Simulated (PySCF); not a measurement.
Vertical excitations of a molecule C3H10BN from TDDFT-LC-ωPBE/def2-SVPD (PySCF), as energy in eV (oscillator strength): 7.39 (0.299), 7.41 (0.011), 7.49 (0.002), 8.64 (0.011), 8.75 (0.031). Lowest triplet (TDA): 5.60 eV. Coordinates come from a PBE0-D3(BJ)/def2-SVP optimisation. The geometry has at least one imaginary mode, so it is a saddle point at that level. Other conformers were not sampled.

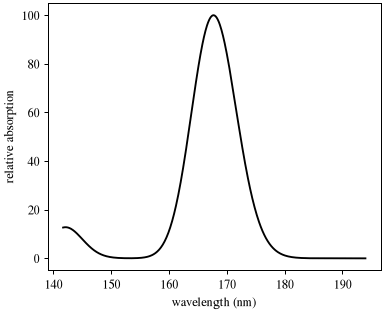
The lines broadened by 0.4 eV.

Q: Identify the compound among the candidates.
(A) CNB(C)C
(B) CBN(C)C
(C) BN(C)CC
(D) CCB(C)N

A: B, CBN(C)C
